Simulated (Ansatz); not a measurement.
System: A-type hexagonal La₂O₃. Method: r²SCAN+rVV10 (PAW; Ansatz, a first-principles code).

Numerical settings: plane-wave cutoff 560 eV, 12×12×6 k mesh (along the axes of the cell as run), Fermi–Dirac smearing 0.01 eV, scalar-relativistic PAW data made under PBE.

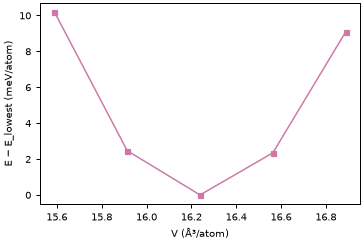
Figure. Total energy against volume

Problem. From the curve, estimate the equilibrium volume and the bulk modulus.

Solution. V0 ≈ 16.2 Å³/atom and B0 ≈ 120 GPa; the fit gives V0 = 16.238 Å³/atom, B0 = 119 GPa, B′ = 3.5.

Shape and atoms are relaxed at each volume.

Measured, for comparison: bulk modulus 113 GPa (300 K, no zero-point or thermal correction; as tabulated in Santana et al. (2016), arXiv:1608.06321); equilibrium volume per atom 16.44 Å³/atom (room temperature, no zero-point or thermal correction, equation of state from high-pressure X-ray diffraction; as tabulated in Ibáñez et al. (2020), arXiv:2005.12956). Computed (rounded) less measured: bulk modulus +5 %, equilibrium volume per atom -1.2 %. A static lattice is as a rule a little smaller and stiffer than an uncorrected measurement, which narrows the difference in the bulk modulus, equilibrium volume per atom and would widen misses of the other sign.

Note: the bulk modulus comes from volumes at which shape and atoms were relaxed.

Spin–orbit coupling is not included.

Static lattice: no zero-point or thermal effects.
